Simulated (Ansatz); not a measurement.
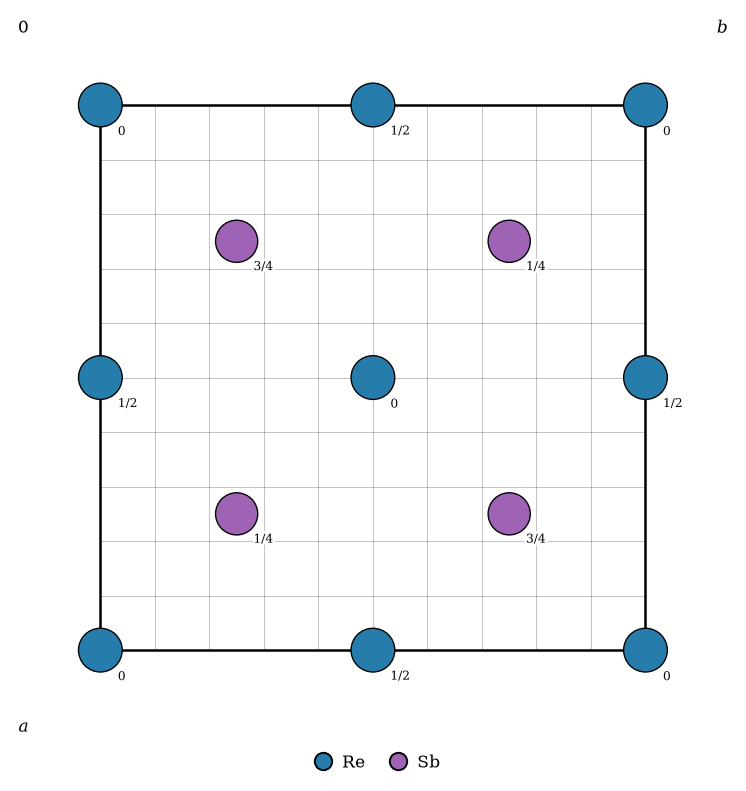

Plan of a unit cell projected along c (a down the page, b across); the numbers are heights as fractions of c, and atoms on the cell's edges are repeated. The grid marks tenths of a and b. Source: the input geometry of an electronic-structure calculation (not necessarily at equilibrium); the starting structure was generated, so it need not be a known form of this composition. All values are computed from the atomic coordinates in the standard setting (tolerance 0.002 Å).

a = 5.951 Å, b = 5.951 Å, c = 5.951 Å, α = 90.00°, β = 90.00°, γ = 90.00°.

**What does the cell contain?**

4 Re, 4 Sb: ReSb, Z = 4.

**Which space group?**

F-43m (No. 216), face-centred cubic.

**Give the fractional coordinates of all atoms, to two places.**

```json
{"atom": "Re", "x": "0.00", "y": "0.00", "z": "0.00"}
{"atom": "Sb", "x": "0.25", "y": "0.25", "z": "0.75"}
{"atom": "Re", "x": "0.00", "y": "0.50", "z": "0.50"}
{"atom": "Sb", "x": "0.25", "y": "0.75", "z": "0.25"}
{"atom": "Re", "x": "0.50", "y": "0.00", "z": "0.50"}
{"atom": "Sb", "x": "0.75", "y": "0.25", "z": "0.25"}
{"atom": "Re", "x": "0.50", "y": "0.50", "z": "0.00"}
{"atom": "Sb", "x": "0.75", "y": "0.75", "z": "0.75"}
```
